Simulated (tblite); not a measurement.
# Ge2H7OSi: the cost of one run

Computed with tblite 0.8.0 and PySCF 2.14.0; each step states its level. No surroundings beyond the atoms listed, unless a continuum is named. Atoms count from 0, parts from 1.

## Step 1: The system as given

11 atoms, charge 0, multiplicity 2; geometry: distance geometry start.

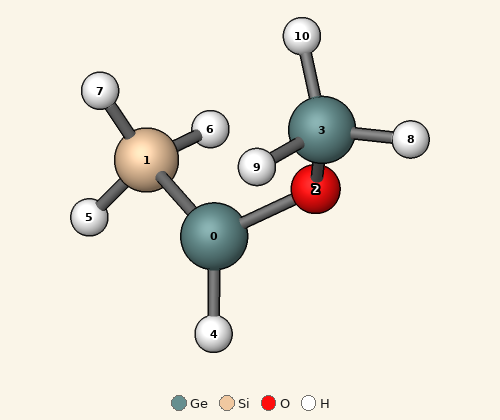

The starting geometry (germanium teal, silicon light orange, oxygen red, hydrogen white), atoms numbered.

## Step 2: Geometry optimisation with GFN2-xTB

Job settings and geometry (Å):

```
{"job": {"kind": "relax", "xc": "GFN2-xTB", "basis": "xTB"}, "charge": 0, "multiplicity": 2}
Ge    -0.914219    -1.234267    -0.903969
Si    -3.152898    -1.612792    -0.397252
O     -0.422729     0.539728    -1.214361
Ge     0.474669     1.596926     0.038763
H     -0.255141    -2.268733    -1.808394
H     -3.445555    -2.998793    -0.643744
H     -3.951353    -0.796055    -1.244346
H     -3.383124    -1.293848     0.960289
H      1.304169     2.623501    -0.672559
H      1.381025     0.718837     0.883468
H     -0.510836     2.277743     0.952124
```

Method: GFN2-xTB geometry optimisation, gas phase.

Run with:

```bash
OMP_NUM_THREADS=1 python cluster_run.py task.json out
```

This one command runs all jobs of the session in turn.

Q: Estimate the wall time of this first job on 1 thread of Arm Neoverse V1, shared host.

About 2.4 s.
